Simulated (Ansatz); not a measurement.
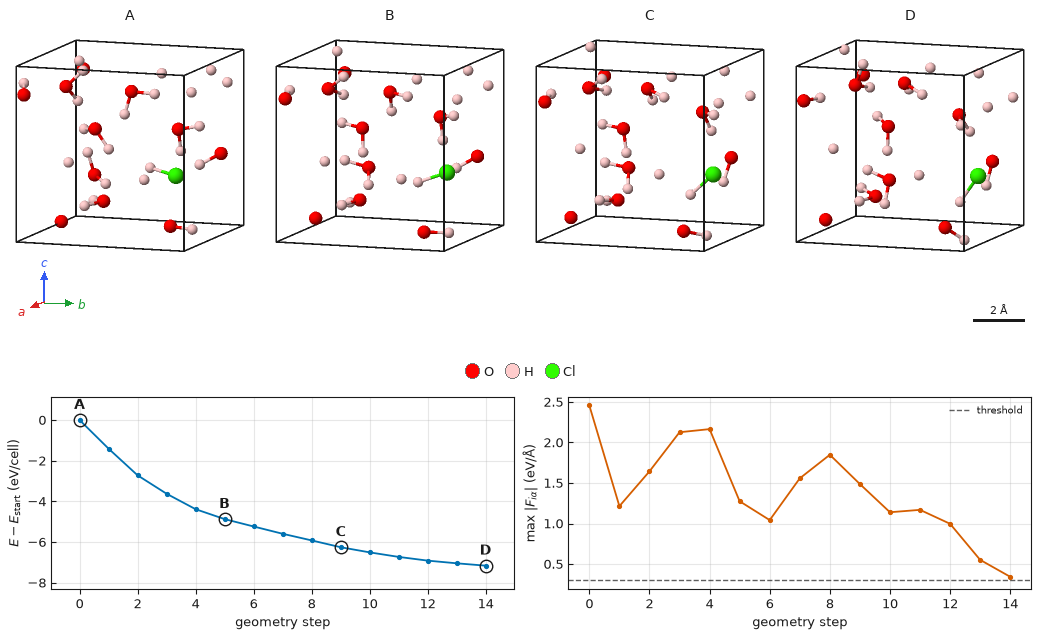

Frames of a relaxation of an amorphous cell of composition H₂₁ClO₁₀, marked on the history of the run. A ball-and-stick model of the cell of the calculation, seen slightly off an axis.

The cell holds 10 H2O + 1 HCl. The run prepares the start of a later molecular dynamics calculation, from a guessed geometry.

Level of theory: Ansatz 0.2.0, DFT r2SCAN, scalar-relativistic, plane waves, PAW.

Input
```yaml
accuracy: low
crystal:
  lattice:
    - [7.054004, 0.0, 0.0]
    - [0.0, 7.054004, 0.0]
    - [0.0, 0.0, 7.054004]
  atoms:
    - { symbol: O, position: [0.3298235, 0.2282527, 0.2952555] }
    - { symbol: H, position: [0.4195189, 0.3270379, 0.2628599] }
    - { symbol: H, position: [0.3593985, 0.1980715, 0.4258987] }
    - { symbol: O, position: [0.7341392, 0.8246351, 0.0936652] }
    - { symbol: H, position: [0.7484917, 0.9608828, 0.0845101] }
    - { symbol: H, position: [0.7542785, 0.7804089, -0.0347548] }
    - { symbol: O, position: [0.5824675, 0.8181859, 0.6229749] }
    - { symbol: H, position: [0.5382085, 0.8170891, 0.4930011] }
    - { symbol: H, position: [0.6012419, 0.951379, 0.6505494] }
    - { symbol: O, position: [0.2859977, 0.0143591, 1.0115655] }
    - { symbol: H, position: [0.3020967, 0.1268157, 0.9344449] }
    - { symbol: H, position: [0.2937496, -0.0890374, 0.9215526] }
    - { symbol: O, position: [0.3685927, 0.462335, 0.7874753] }
    - { symbol: H, position: [0.3651846, 0.5993956, 0.7799896] }
    - { symbol: H, position: [0.3700333, 0.4219272, 0.6562565] }
    - { symbol: O, position: [0.8883056, 0.4303392, 0.649868] }
    - { symbol: H, position: [0.8779992, 0.5077228, 0.5369132] }
    - { symbol: H, position: [0.795638, 0.3308748, 0.6305606] }
    - { symbol: O, position: [0.6463672, 0.1704732, 0.8416031] }
    - { symbol: H, position: [0.6401884, 0.2694741, 0.9365446] }
    - { symbol: H, position: [0.5534942, 0.2084825, 0.7478846] }
    - { symbol: O, position: [0.8888475, 0.4806624, 0.2411708] }
    - { symbol: H, position: [0.7898508, 0.3866521, 0.2265094] }
    - { symbol: H, position: [1.0051079, 0.4087995, 0.2280371] }
    - { symbol: O, position: [0.1911837, 0.9338145, 0.4334246] }
    - { symbol: H, position: [0.1449286, 1.0068851, 0.3267738] }
    - { symbol: H, position: [0.2625866, 0.8318962, 0.375394] }
    - { symbol: O, position: [1.0031632, 1.0459557, 0.8398972] }
    - { symbol: H, position: [1.0747646, 0.9302568, 0.8214513] }
    - { symbol: H, position: [0.8816768, 1.0026794, 0.8870297] }
    - { symbol: Cl, position: [0.8411355, 0.8957815, 0.4002796] }
    - { symbol: H, position: [0.7907565, 0.724022, 0.430049] }
basis:
  ecutwfc: 500.0
kpoints:
  mp_grid: { grid: [1, 1, 1] }
hamiltonian:
  xc: r2scan
scf:
  occupations: { method: fermi_dirac, width: 0.02 }
  lower_state_search: "off"
relax:
  f_tol: 0.3
  max_steps: 15
  adjacent_minimum: "off"
```

Command:
```bash
ansatz run input.yaml --threads 1 --pin off --max-ram 3072MiB --backend cpu --events-out ev --progress --plain --runs-dir out
```

> Describe the path.

The relaxation stopped without meeting its thresholds, so the last structure isn't shown to be converged. It used up its limit of 15 steps. After 14 geometry steps the energy has fallen by 7.161 eV per cell of the calculation. Largest force component: 2.5 eV/Å at the start, 0.34 eV/Å at the end. The largest move is that of H32, 1.80 Å roughly along [0 1 −1]. By element the largest moves are H 1.80 Å, O 0.98 Å, Cl 0.88 Å. The cell stays as it was. Among the contacts that change: O4–Cl31 2.345 → 2.819 Å, Cl31–H32 1.280 → 1.418 Å, O19–H21 0.969 → 0.991 Å, O10–H12 0.969 → 0.976 Å. Bond angles that change, for instance: H5–O4–H6 104.0° → 108.2°, H11–O10–H12 104.0° → 101.3°. From step 0 to 5: H5 moves most (0.73 Å), energy −4.871 eV per cell of the calculation. From step 5 to 9: H32 moves most (0.71 Å), energy −1.382 eV per cell of the calculation. From step 9 to 14: H2 moves most (0.75 Å), energy −0.907 eV per cell of the calculation.

| step | E − E(0), meV/atom | largest force component, eV/Å |
| --- | --- | --- |
| 0 | 0.00 | 2.4563 |
| 1 | -43.99 | 1.2139 |
| 2 | -84.95 | 1.6435 |
| 3 | -113.27 | 2.1262 |
| 4 | -137.00 | 2.1647 |
| 5 | -152.22 | 1.2746 |
| 6 | -163.56 | 1.0421 |
| 7 | -174.76 | 1.5573 |
| 8 | -184.95 | 1.8481 |
| 9 | -195.42 | 1.4869 |
| 10 | -203.33 | 1.1390 |
| 11 | -210.30 | 1.1684 |
| 12 | -216.02 | 0.9964 |
| 13 | -220.13 | 0.5515 |
| 14 | -223.77 | 0.3425 |

Limits of the set-up: the program's low-accuracy preset was used; the periodic images lie only 7.1 Å apart, so the values are limited by the cell's size.
